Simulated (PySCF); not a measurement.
# C2H3N (2h-azirine): the cost of one run

Programs: PySCF 2.14.0, with routines of our own; each step states its level. All values are computed. Atoms count from 0.

## 1. The system as given

6 atoms, charge 0, multiplicity 1; geometry from: GFN2-xTB.

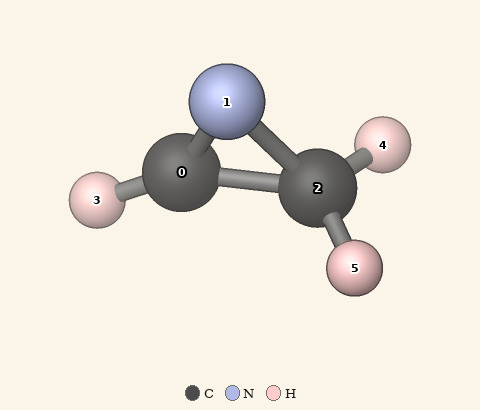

The starting geometry (carbon dark grey, nitrogen light blue, hydrogen pink).

## 2. Magnetic properties: GIAO CAM-B3LYP/aug-pcSseg-1

The job: settings as JSON, then the geometry in Å.

```
{"job": {"kind": "mag", "xc": "CAM-B3LYP", "basis": "aug-pcSseg-1", "isotopologues": 4}, "charge": 0, "multiplicity": 1}
C      0.837010    -0.058103    -0.018092
N      0.276015    -0.643745     0.932536
C     -0.607407     0.075278    -0.043469
H      1.770710     0.169822    -0.471351
H     -1.198883    -0.531949    -0.715542
H     -1.074324     0.990687     0.294344
```

With the program's defaults for keys left out, this is: GIAO CAM-B3LYP/aug-pcSseg-1 magnetisability, rotational g tensor and spin-rotation constants, non-relativistic, gas phase.

Started as:

```console
$ OMP_NUM_THREADS=1 python excited_run.py task.json out
```

One launch serves the whole session: the jobs run in the order shown.

Q: Estimate the wall time and peak memory of this first job on 1 thread of AMD EPYC 9R45, shared host.

About 3.9 s, with a peak of 0.43 GiB.
